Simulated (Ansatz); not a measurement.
**CHSi+ (quintet): correlated methods under varied settings**

What do other methods and options give for CHSi+ (quintet) at this geometry, and how long do they take?

Program: Ansatz 0.2.0, Gaussian basis. Level of theory: the settings change from run to run. These are calculated values, not measurements.

18 further runs of the same task are left out: 6 that didn't finish, 12 set aside as unsound or not needed.

## Step 1: The system

The geometry is a PBE0/def2-TZVP stationary point (not a proven minimum) of the parent state, kept for this charge and spin.

3 atoms, charge 1, spin multiplicity 5.

Atoms are counted from 1 here; the program's logs count them from 0.

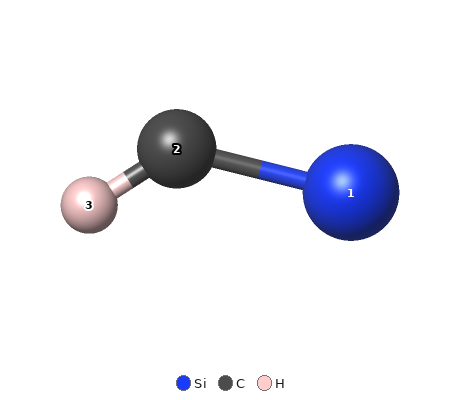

The structure; silicon blue, carbon dark grey, hydrogen pink; atoms are numbered from 1 in the order of the file.

## Step 2: MRCISD+Q(relaxed)(8,6)/cc-pVDZ

Input file in.yaml:

```yaml
crystal:
  periodic: [false, false, false]
  atoms:
    - {symbol: Si, position_ang: [0.000000, 0.032553, 0.617233]}
    - {symbol: C, position_ang: [0.000000, -0.127023, -1.268554]}
    - {symbol: H, position_ang: [0.000000, 0.606549, -2.082531]}
basis:
  gaussian: {orbitals: cc-pVDZ}
total_charge: 1
magnetization: {spin_polarized: false, initial_magnetization: 4}
correlation: {method: fic_mrcisd_q_relaxed, electrons: outside_noble_gas, active_space: {window: {electrons: 8, orbitals: 6}, states: [{multiplicity: 5, weights: [1, 1]}]}}
```

Command:

```console
$ ansatz run in.yaml --threads 1 --pin off --events-out ev --progress --plain --max-ram 2393MiB
```

Standard output (excerpt; [...] marks lines left out):

```text
Functional definition: HF
  name "HF"
  cite "Fock, Z. Phys. 61, 126 (1930) doi:10.1007/BF01340294"
  parent pbe
[...]
679 factors; integrals over basis functions are off by at most 1.9e-7 eV
[...]
mean field -8894.99692927 eV, -326.8851079051 hartree, gradient 2.6e-6 eV, S^2 6.000000; 6 other end points of the search recorded, 0 dependent functions left out
reference -8894.99692927 eV, -326.8851079051 hartree; 12, 8 occupied and 25, 29 virtual orbitals, 679 factors
state -8894.77917164 eV, -326.8771054598 hartree
state -8889.12099571 eV, -326.6691713297 hartree
contracted CI cycle   1: correlation 0.00000000 eV, 0.0000000000 hartree, residual 1.53e1 eV
contracted CI cycle   2: correlation -3.86293203 eV, -0.1419601336 hartree, residual 3.01e0 eV
contracted CI cycle   3: correlation -4.04740626 eV, -0.1487394365 hartree, residual 8.55e-1 eV
contracted CI cycle   4: correlation -4.06380839 eV, -0.1493422039 hartree, residual 3.34e-1 eV
contracted CI cycle   5: correlation -4.06675391 eV, -0.1494504495 hartree, residual 1.20e-1 eV
contracted CI cycle   6: correlation -4.06715239 eV, -0.1494650936 hartree, residual 5.22e-2 eV
contracted CI cycle   7: correlation -4.06722470 eV, -0.1494677509 hartree, residual 2.34e-2 eV
contracted CI cycle   8: correlation -4.06723852 eV, -0.1494682587 hartree, residual 8.10e-3 eV
contracted CI cycle   9: correlation -4.06724010 eV, -0.1494683167 hartree, residual 3.05e-3 eV
[...]
contracted CI cycle  16: correlation -4.89859012 eV, -0.1800198666 hartree, residual 2.50e-2 eV
contracted CI cycle  17: correlation -4.89856254 eV, -0.1800188531 hartree, residual 6.58e-2 eV
contracted CI cycle  18: correlation -4.89859302 eV, -0.1800199732 hartree, residual 7.18e-3 eV
contracted CI cycle  19: correlation -4.89859444 eV, -0.1800200254 hartree, residual 3.15e-3 eV
contracted CI cycle  20: correlation -4.89859473 eV, -0.1800200361 hartree, residual 4.78e-3 eV
contracted CI cycle  21: correlation -4.89859354 eV, -0.1800199923 hartree, residual 1.21e-2 eV
contracted CI cycle  22: correlation -4.89859485 eV, -0.1800200404 hartree, residual 2.01e-3 eV
contracted CI cycle  23: correlation -4.89859495 eV, -0.1800200442 hartree, residual 9.82e-4 eV
contracted CI cycle  24: correlation -4.89859499 eV, -0.1800200453 hartree, residual 9.84e-4 eV
contracted CI cycle  25: correlation -4.89859505 eV, -0.1800200478 hartree, residual 2.00e-3 eV
contracted CI cycle  26: correlation -4.89859499 eV, -0.1800200456 hartree, residual 4.80e-4 eV
contracted CI cycle  27: correlation -4.89859500 eV, -0.1800200458 hartree, residual 2.06e-4 eV
contracted CI cycle  28: correlation -4.89859500 eV, -0.1800200458 hartree, residual 1.85e-4 eV
contracted CI cycle  29: correlation -4.89859500 eV, -0.1800200459 hartree, residual 3.15e-4 eV
contracted CI cycle  30: correlation -4.89859500 eV, -0.1800200458 hartree, residual 1.14e-4 eV
contracted CI cycle  31: correlation -4.89859500 eV, -0.1800200459 hartree, residual 4.49e-5 eV
state -8889.12099571 eV, -326.6691713297 hartree; corrected -8895.32734339 eV, -326.8972504002 hartree
Total energy: -8897.28929455 eV, -326.9693507756 hartree
```

Run time: 1.3 s. Hardware: 1 thread of Intel Xeon 6975P-C, shared host.

From the report: 10 determinants; active occupations (of the averaged states) 2.00, 1.50, 1.50, 1.00, 1.00, 1.00.

## Step 3: CASCI(4,5)/6-31G

Input file in.yaml:

```yaml
crystal:
  periodic: [false, false, false]
  atoms:
    - {symbol: Si, position_ang: [0.000000, 0.032553, 0.617233]}
    - {symbol: C, position_ang: [0.000000, -0.127023, -1.268554]}
    - {symbol: H, position_ang: [0.000000, 0.606549, -2.082531]}
basis:
  gaussian: {orbitals: 6-31G}
total_charge: 1
magnetization: {spin_polarized: false, initial_magnetization: 4}
correlation: {active_space: {window: {electrons: 4, orbitals: 5}, fixed_orbitals: true}}
```

Launched as before.

Standard output:

```text
Functional definition: HF
  name "HF"
  cite "Fock, Z. Phys. 61, 126 (1930) doi:10.1007/BF01340294"
  parent pbe
  exchange = exact_x
  correlation = 0
299 factors; integrals over basis functions are off by at most 2.7e-4 eV
mean field evaluation 1: about -8892.3878 eV, gradient 1.3e1 eV
mean field evaluation 2: about -8892.3918 eV, gradient 1.3e1 eV
mean field evaluation 4: about -8893.6799 eV, gradient 2.9e0 eV
mean field evaluation 8: about -8893.7721 eV, gradient 7.8e-2 eV
mean field evaluation 16: about -8893.3984 eV, gradient 6.7e-3 eV
mean field evaluation 32: about -8893.5566 eV, gradient 1.7e0 eV
mean field -8893.77230660 eV, -326.8401038521 hartree, gradient 1.9e-6 eV, S^2 6.000000; 6 other end points of the search recorded, 0 dependent functions left out
reference -8893.77230660 eV, -326.8401038521 hartree; 12, 8 occupied and 12, 16 virtual orbitals, 299 factors
state -8893.77230660 eV, -326.8401038521 hartree
Total energy: -8893.77230660 eV, -326.8401038521 hartree
```

It took 0.18 s on 1 thread of Intel Xeon 6975P-C, shared host.

From the report: 2 determinants; active occupations 1.00, 1.00, 1.00, 1.00, 0.00. With so small a space the active step adds no correlation: the energy is the mean field's.

## Step 4: CASSCF(8,7)/6-31G*

Input file in.yaml:

```yaml
crystal:
  periodic: [false, false, false]
  atoms:
    - {symbol: Si, position_ang: [0.000000, 0.032553, 0.617233]}
    - {symbol: C, position_ang: [0.000000, -0.127023, -1.268554]}
    - {symbol: H, position_ang: [0.000000, 0.606549, -2.082531]}
basis:
  gaussian: {orbitals: "6-31G*"}
total_charge: 1
magnetization: {spin_polarized: false, initial_magnetization: 4}
hamiltonian: {pseudopotentials: {relativity: none}}
correlation: {active_space: {window: {electrons: 8, orbitals: 7}}}
scf: {lower_state_search: light}
```

The command is unchanged.

Standard output:

```text
Functional definition: HF
  name "HF"
  cite "Fock, Z. Phys. 61, 126 (1930) doi:10.1007/BF01340294"
  parent pbe
  exchange = exact_x
  correlation = 0
341 factors; integrals over basis functions are off by at most 9.4e-4 eV
mean field evaluation 1: about -8892.9104 eV, gradient 1.5e1 eV
mean field evaluation 2: about -8892.9469 eV, gradient 1.5e1 eV
mean field evaluation 4: about -8894.3538 eV, gradient 3.3e0 eV
mean field evaluation 8: about -8894.4635 eV, gradient 3.8e-1 eV
mean field evaluation 16: about -8894.4677 eV, gradient 1.5e-6 eV
mean field evaluation 32: about -8894.2616 eV, gradient 1.1e0 eV
mean field evaluation 64: about -8894.0693 eV, gradient 2.3e-6 eV
mean field -8894.46769243 eV, -326.8656588099 hartree, gradient 1.5e-6 eV, S^2 6.000000; 6 other end points of the search recorded, 0 dependent functions left out
reference -8894.46769243 eV, -326.8656588099 hartree; 12, 8 occupied and 24, 28 virtual orbitals, 341 factors
state -8894.99447412 eV, -326.8850176802 hartree
Total energy: -8894.99447412 eV, -326.8850176802 hartree
```

Run time: 0.9 s. Hardware: 1 thread of Intel Xeon 6975P-C, shared host.

From the report: 147 determinants; active occupations 2.00, 1.98, 1.00, 1.00, 1.00, 1.00, 0.03.

## Step 5: HF/6-31G

Input file in.yaml:

```yaml
crystal:
  periodic: [false, false, false]
  atoms:
    - {symbol: Si, position_ang: [0.000000, 0.032553, 0.617233]}
    - {symbol: C, position_ang: [0.000000, -0.127023, -1.268554]}
    - {symbol: H, position_ang: [0.000000, 0.606549, -2.082531]}
basis:
  gaussian: {orbitals: 6-31G}
total_charge: 1
magnetization: {spin_polarized: false, initial_magnetization: 4}
hamiltonian: {xc: hf}
accuracy: high
output: {forces: true, orbitals: {seedname: orbitals}}
```

The command is unchanged.

Standard output (excerpt; [...] marks lines left out):

```text
Functional definition: HF
  name "HF"
  cite "Fock, Z. Phys. 61, 126 (1930) doi:10.1007/BF01340294"
  parent pbe
[...]
529 factors; integrals over basis functions are off by at most 3.6e-9 eV
[...]
mean field -8893.77238287 eV, -326.8401066549 hartree, gradient 2.5e-8 eV, S^2 6.000000; 3 other end points of the search recorded, 0 dependent functions left out
[...]
reference -8893.77238287 eV, -326.8401066549 hartree; 12, 8 occupied and 12, 16 virtual orbitals, 529 factors
Total energy: -8893.77238287 eV, -326.8401066549 hartree
Atom 0 at     0.000000     0.032553     0.617233 Å, force    -0.000000     0.056632    -0.157324 eV/Å
Atom 1 at     0.000000    -0.127023    -1.268554 Å, force    -0.000000     0.329040    -0.450428 eV/Å
Atom 2 at     0.000000     0.606549    -2.082531 Å, force     0.000000    -0.385672     0.607752 eV/Å
Dipole moment:    -0.000000     0.172832     0.307710 e Å
```

Wall time 0.33 s (1 thread of Intel Xeon 6975P-C, shared host).

## Step 6: MRCISD+Q(8,8)/6-31G

Input file in.yaml:

```yaml
crystal:
  periodic: [false, false, false]
  atoms:
    - {symbol: Si, position_ang: [0.000000, 0.032553, 0.617233]}
    - {symbol: C, position_ang: [0.000000, -0.127023, -1.268554]}
    - {symbol: H, position_ang: [0.000000, 0.606549, -2.082531]}
basis:
  gaussian: {orbitals: 6-31G, point_charges: [{charge: 0.50, position_ang: [4.619, 0.313, -0.531]}]}
total_charge: 1
magnetization: {spin_polarized: false, initial_magnetization: 4}
correlation: {method: fic_mrcisd_q, electrons: valence, active_space: {window: {electrons: 8, orbitals: 8}}}
scf: {lower_state_search: off}
```

Launched as before.

Standard output (excerpt; [...] marks lines left out):

```text
Functional definition: HF
  name "HF"
  cite "Fock, Z. Phys. 61, 126 (1930) doi:10.1007/BF01340294"
  parent pbe
[...]
299 factors; integrals over basis functions are off by at most 2.7e-4 eV
[...]
mean field -8892.26065577 eV, -326.7845517089 hartree, gradient 2.8e-6 eV, S^2 6.000000; 0 other end points of the search recorded, 0 dependent functions left out
reference -8892.26065577 eV, -326.7845517089 hartree; 12, 8 occupied and 12, 16 virtual orbitals, 299 factors
state -8893.40900715 eV, -326.8267528438 hartree
contracted CI cycle   1: correlation 0.00000000 eV, 0.0000000000 hartree, residual 8.67e0 eV
contracted CI cycle   2: correlation -1.31401893 eV, -0.0482893052 hartree, residual 1.98e0 eV
contracted CI cycle   3: correlation -1.38523270 eV, -0.0509063627 hartree, residual 5.42e-1 eV
contracted CI cycle   4: correlation -1.39080211 eV, -0.0511110350 hartree, residual 1.49e-1 eV
contracted CI cycle   5: correlation -1.39120453 eV, -0.0511258236 hartree, residual 3.31e-2 eV
contracted CI cycle   6: correlation -1.39122578 eV, -0.0511266043 hartree, residual 7.62e-3 eV
contracted CI cycle   7: correlation -1.39122678 eV, -0.0511266410 hartree, residual 1.77e-3 eV
contracted CI cycle   8: correlation -1.39122683 eV, -0.0511266431 hartree, residual 4.13e-4 eV
state -8893.40900715 eV, -326.8267528438 hartree; corrected -8894.84292414 eV, -326.8794483211 hartree
Total energy: -8894.84292414 eV, -326.8794483211 hartree
Checks for a lower state left out: stability, starts, cluster_reference, orbital_swaps, neighbouring_geometries, increment
```

Wall time 1.6 s (1 thread of Intel Xeon 6975P-C, shared host); peak memory 0.28 GiB.

From the report: 784 determinants; active occupations 1.99, 1.95, 1.01, 1.00, 1.00, 0.98, 0.04, 0.03.

## Step 7: CCSD on ROHF/def2-SVPD

Input file in.yaml:

```yaml
crystal:
  periodic: [false, false, false]
  atoms:
    - {symbol: Si, position_ang: [0.000000, 0.032553, 0.617233]}
    - {symbol: C, position_ang: [0.000000, -0.127023, -1.268554]}
    - {symbol: H, position_ang: [0.000000, 0.606549, -2.082531]}
basis:
  gaussian: {orbitals: def2-SVPD}
total_charge: 1
magnetization: {spin_polarized: false, initial_magnetization: 4}
correlation: {method: ccsd, electrons: valence}
```

The command is unchanged.

Standard output (excerpt; [...] marks lines left out):

```text
Functional definition: HF
  name "HF"
  cite "Fock, Z. Phys. 61, 126 (1930) doi:10.1007/BF01340294"
  parent pbe
[...]
513 factors; integrals over basis functions are off by at most 1.2e-3 eV
[...]
mean field -8891.60435831 eV, -326.7604332219 hartree, gradient 2.8e-6 eV, S^2 6.000000; 6 other end points of the search recorded, 0 dependent functions left out
[...]
determinant -8891.60435831 eV, -326.7604332219 hartree, with singles and doubles -8895.74162545 eV, -326.9124749851 hartree
determinant -8891.21556155 eV, -326.7461452045 hartree, with singles and doubles -8895.35434887 eV, -326.8982428331 hartree
determinant -8891.60435831 eV, -326.7604332219 hartree, with singles and doubles -8895.75434325 eV, -326.9129423555 hartree
determinant -8891.21556155 eV, -326.7461452045 hartree, with singles and doubles -8895.36250283 eV, -326.8985424856 hartree
6 core orbitals not correlated: weight in the atoms' cores, before any rotation towards them, 1.000 or more for the frozen orbitals, at most 0.000 for the correlated occupied ones
reference -8891.60435831 eV, -326.7604332219 hartree; 6, 2 occupied and 40, 44 virtual orbitals, 513 factors
second order -3.31479441 eV of doubles, -0.09583675 eV of singles
cycle   1  -4.14998484 eV  change    9.9e-8 eV  update   2.2e-6
Total energy: -8895.75434315 eV, -326.9129423519 hartree
```

Wall time 2.1 s (1 thread of Intel Xeon 6975P-C, shared host).

From the report: correlation -4.1500 eV; T1 0.035; largest double amplitude 0.07.

## Step 8: CCSD on UHF/6-31G

Input file in.yaml:

```yaml
crystal:
  periodic: [false, false, false]
  atoms:
    - {symbol: Si, position_ang: [0.000000, 0.032553, 0.617233]}
    - {symbol: C, position_ang: [0.000000, -0.127023, -1.268554]}
    - {symbol: H, position_ang: [0.000000, 0.606549, -2.082531]}
basis:
  gaussian: {orbitals: 6-31G}
total_charge: 1
magnetization: {spin_polarized: true, initial_magnetization: 4}
correlation: {method: ccsd, electrons: outside_noble_gas, diis_vectors: 4}
scf: {lower_state_search: full}
output: {forces: true}
```

The command is unchanged.

Standard output (excerpt; [...] marks lines left out):

```text
Functional definition: HF
  name "HF"
  cite "Fock, Z. Phys. 61, 126 (1930) doi:10.1007/BF01340294"
  parent pbe
[...]
299 factors; integrals over basis functions are off by at most 2.7e-4 eV
[...]
mean field -8893.91902934 eV, -326.8454958134 hartree, gradient 1.3e-6 eV, S^2 6.020717; 10 other end points of the search recorded, 0 dependent functions left out
determinant -8893.91902934 eV, -326.8454958134 hartree, with singles and doubles -8896.28371639 eV, -326.9323964597 hartree
determinant -8893.61192314 eV, -326.8342098687 hartree, with singles and doubles -8895.85011682 eV, -326.9164619692 hartree
determinant -8893.91902934 eV, -326.8454958134 hartree, with singles and doubles -8896.28307475 eV, -326.9323728799 hartree
determinant -8893.61192314 eV, -326.8342098687 hartree, with singles and doubles -8895.84953461 eV, -326.9164405735 hartree
6 core orbitals not correlated: weight in the atoms' cores, before any rotation towards them, 1.000 or more for the frozen orbitals, at most 0.000 for the correlated occupied ones
reference -8893.91902934 eV, -326.8454958134 hartree; 6, 2 occupied and 12, 16 virtual orbitals, 299 factors
second order -1.75761985 eV of doubles, -0.00000000 eV of singles
cycle   1  -2.36404267 eV  change    2.7e-6 eV  update   2.0e-6
[...]
cycle   5  -2.36404253 eV  change   -1.1e-7 eV  update   5.9e-8
[...]
Total energy: -8896.28307187 eV, -326.9323727741 hartree
Atom 0 at     0.000000     0.032553     0.617233 Å, force    -0.000000     0.096594     0.791943 eV/Å
Atom 1 at     0.000000    -0.127023    -1.268554 Å, force     0.000000    -0.180457    -0.774927 eV/Å
Atom 2 at     0.000000     0.606549    -2.082531 Å, force    -0.000000     0.083864    -0.017016 eV/Å
Dipole moment:    -0.000000     0.158052     0.178376 e Å
```

It took 0.6 s on 1 thread of Intel Xeon 6975P-C, shared host.

From the report: ⟨S²⟩ of the determinant 6.021 (pure quintet: 6.00); correlation -2.3640 eV; T1 0.034; largest double amplitude 0.08.

## Step 9: HF/def2-SVPD

Input file in.yaml:

```yaml
crystal:
  periodic: [false, false, false]
  atoms:
    - {symbol: Si, position_ang: [0.000000, 0.032553, 0.617233]}
    - {symbol: C, position_ang: [0.000000, -0.127023, -1.268554]}
    - {symbol: H, position_ang: [0.000000, 0.606549, -2.082531]}
basis:
  gaussian: {orbitals: def2-SVPD}
total_charge: 1
magnetization: {spin_polarized: true, initial_magnetization: 4}
hamiltonian: {xc: hf}
output: {orbitals: {seedname: orbitals}}
```

Same command.

Standard output:

```text
Functional definition: HF
  name "HF"
  cite "Fock, Z. Phys. 61, 126 (1930) doi:10.1007/BF01340294"
  parent pbe
  exchange = exact_x
  correlation = 0
513 factors; integrals over basis functions are off by at most 1.2e-3 eV
mean field evaluation 1: about -8889.6423 eV, gradient 1.5e1 eV
mean field evaluation 2: about -8889.6590 eV, gradient 1.5e1 eV
mean field evaluation 4: about -8891.6835 eV, gradient 2.3e0 eV
mean field evaluation 8: about -8891.7909 eV, gradient 2.4e-1 eV
mean field evaluation 16: about -8891.7925 eV, gradient 6.8e-6 eV
mean field evaluation 32: about -8891.4956 eV, gradient 4.5e-1 eV
mean field evaluation 64: about -8891.3424 eV, gradient 6.2e0 eV
mean field -8891.79251277 eV, -326.7673477709 hartree, gradient 6.8e-6 eV, S^2 6.022648; 3 other end points of the search recorded, 0 dependent functions left out
reference -8891.79251277 eV, -326.7673477709 hartree; 12, 8 occupied and 40, 44 virtual orbitals, 513 factors
Total energy: -8891.79251277 eV, -326.7673477709 hartree
```

It took 0.48 s on 1 thread of Intel Xeon 6975P-C, shared host.

From the report: ⟨S²⟩ of the determinant 6.023 (pure quintet: 6.00).

## Step 10: MRCISD+Q(relaxed)(4,6)/STO-3G

Input file in.yaml:

```yaml
crystal:
  periodic: [false, false, false]
  atoms:
    - {symbol: Si, position_ang: [0.000000, 0.032553, 0.617233]}
    - {symbol: C, position_ang: [0.000000, -0.127023, -1.268554]}
    - {symbol: H, position_ang: [0.000000, 0.606549, -2.082531]}
basis:
  gaussian: {orbitals: STO-3G}
total_charge: 1
magnetization: {spin_polarized: false, initial_magnetization: 4}
correlation: {method: fic_mrcisd_q_relaxed, electrons: all, active_space: {window: {electrons: 4, orbitals: 6}}}
```

The command is unchanged.

Standard output (excerpt; [...] marks lines left out):

```text
Functional definition: HF
  name "HF"
  cite "Fock, Z. Phys. 61, 126 (1930) doi:10.1007/BF01340294"
  parent pbe
[...]
169 factors; integrals over basis functions are off by at most 2.7e-5 eV
[...]
mean field -8793.62236800 eV, -323.1596614928 hartree, gradient 1.3e-6 eV, S^2 6.000000; 8 other end points of the search recorded, 0 dependent functions left out
reference -8793.62236800 eV, -323.1596614928 hartree; 12, 8 occupied and 3, 7 virtual orbitals, 169 factors
state -8793.72445503 eV, -323.1634131218 hartree
contracted CI cycle   1: correlation 0.00000000 eV, 0.0000000000 hartree, residual 8.51e0 eV
contracted CI cycle   2: correlation -1.54552920 eV, -0.0567971503 hartree, residual 2.47e0 eV
contracted CI cycle   3: correlation -1.66165056 eV, -0.0610645316 hartree, residual 9.21e-1 eV
contracted CI cycle   4: correlation -1.68051414 eV, -0.0617577556 hartree, residual 3.14e-1 eV
contracted CI cycle   5: correlation -1.68224578 eV, -0.0618213922 hartree, residual 8.97e-2 eV
contracted CI cycle   6: correlation -1.68248234 eV, -0.0618300857 hartree, residual 4.08e-2 eV
contracted CI cycle   7: correlation -1.68251239 eV, -0.0618311900 hartree, residual 1.23e-2 eV
contracted CI cycle   8: correlation -1.68251556 eV, -0.0618313063 hartree, residual 4.04e-3 eV
contracted CI cycle   9: correlation -1.68251597 eV, -0.0618313214 hartree, residual 1.48e-3 eV
state -8793.72445503 eV, -323.1634131218 hartree; corrected -8795.50792802 eV, -323.2289545452 hartree
Total energy: -8795.50792802 eV, -323.2289545452 hartree
```

Wall time 0.51 s (1 thread of Intel Xeon 6975P-C, shared host).

From the report: 8 determinants; active occupations 1.00, 1.00, 0.99, 0.99, 0.01, 0.01.

## Step 11: The runs in one table

Where basis and cores are those of an earlier FCI/6-31G run (-8896.3558 eV), and the state is the same kind, the miss against it is given.

```
                                                  level         correlated  functions  energy (eV)  from FCI (meV)    time
MRCISD+Q(relaxed)(8,6)/cc-pVDZ (mean of several states)  outside noble gas         37   -8897.2893                   1.3 s
                                       CASCI(4,5)/6-31G                            24   -8893.7723          2583.5  0.18 s
                                     CASSCF(8,7)/6-31G*                            36   -8894.9945                   0.9 s
                                               HF/6-31G                            24   -8893.7724          2583.4  0.33 s
            MRCISD+Q(8,8)/6-31G (beside a point charge)            valence         24   -8894.8429                   1.6 s
                                 CCSD on ROHF/def2-SVPD            valence         52   -8895.7543                   2.1 s
                                      CCSD on UHF/6-31G  outside noble gas         24   -8896.2831            72.7   0.6 s
                                           HF/def2-SVPD                            52   -8891.7925                  0.48 s
                          MRCISD+Q(relaxed)(4,6)/STO-3G                all         15   -8795.5079                  0.51 s
```

## Step 12: What came out

```
quantity                          value
    runs                              9
quickest       CASCI(4,5)/6-31G, 0.18 s
 slowest  CCSD on ROHF/def2-SVPD, 2.1 s
```

In words: Total energies in different bases, with other cores or another treatment of relativity can't be set against each other. CCSD on ROHF/def2-SVPD took 12 times as long as CASCI(4,5)/6-31G; the jobs differ in more than the method. Hartree-Fock, CASSCF and CASCI lack dynamic correlation by design.
